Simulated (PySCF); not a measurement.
```xyz
4

Br   -1.816   -1.223    0.717
Al    0.006   -0.003    0.317
Br    2.023   -0.759    0.895
Br   -0.203    1.990   -0.662
```

### Where will the first 2 clear peaks of this molecule's radial distribution curve from gas electron diffraction lie, and which pairs make them?

Peak 1, 2.23 Å: Br–Al 2.23 Å (×3)
Peak 2, 3.86 Å: Br···Br 3.85–3.87 Å (×3)

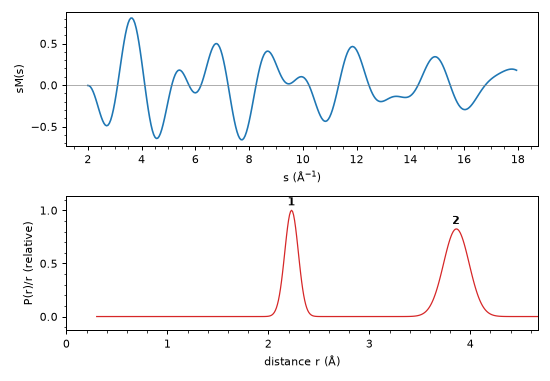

Simulated gas electron diffraction: reduced molecular intensity sM(s) from the Debye equation in the first Born approximation (top) and the radial distribution curve (bottom) of AlBr₃. Each pair of atoms contributes with weight ZᵢZⱼ/r; damping constant 0.001 Å²; vibrational amplitudes assumed, not computed: 0.05 Å for bonds, 0.078 Å for bonds to H, 0.06 + 0.015 r up to 0.15 Å for other pairs. The geometry is the end point of an optimisation (PBE0-D3(BJ)/def2-SVP geometry optimisation, gas phase in PySCF 2.14.0, density-fitted response routines); it may be a saddle point or a higher isomer.
